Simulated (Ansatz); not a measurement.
**Fields on a plane of TiN (rock salt)**

```
TiN
1.0
    0.00000     2.11625     2.11625
    2.11625     0.00000     2.11625
    2.11625     2.11625     0.00000
N Ti
1 1
Cartesian
  0.00000   0.00000   0.00000
  2.11625   2.11625   2.11625
```

The slice is a {111} plane (indices of the conventional cell) through the point (0.000, 0.000, 0.000) (fractional), spanned by u = [100] and v = [-1 2 0] in vectors of this cell: u (2.99 Å) and v (5.18 Å, at 90° to u). It covers one period; positions are fractions (u, v).

Atoms on it: N at (0.00, 0.00); N at (0.50, 0.50).

These are r2SCAN (plane waves to 500 eV, PAW, scalar-relativistic; Ansatz, a program for electronic structure) values and carry that method's errors. k mesh 19×19×19. These are valence fields of a PAW run, semicore shells included where kept as valence: close to a nucleus they are smooth pseudo fields. TiN is run without spin polarisation. TiN was relaxed with its symmetry unable to fall.

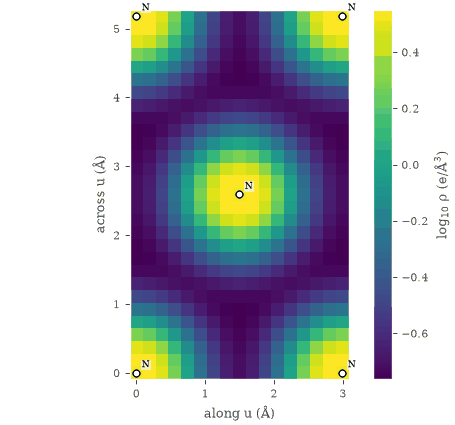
*Log₁₀ of the valence density in e/Å³, one period of the plane, atoms marked. The scale is logarithmic, as a density can span decades between atoms and voids.*

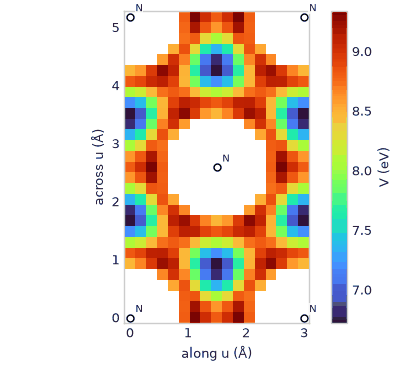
Electrostatic potential energy of an electron, from the cell's mean, in eV, one period of the plane, atoms marked. Points within 0.9 Å of a nucleus are left white, as the pseudised field means little there. The zero, the cell's mean, hangs on the PAW cores.
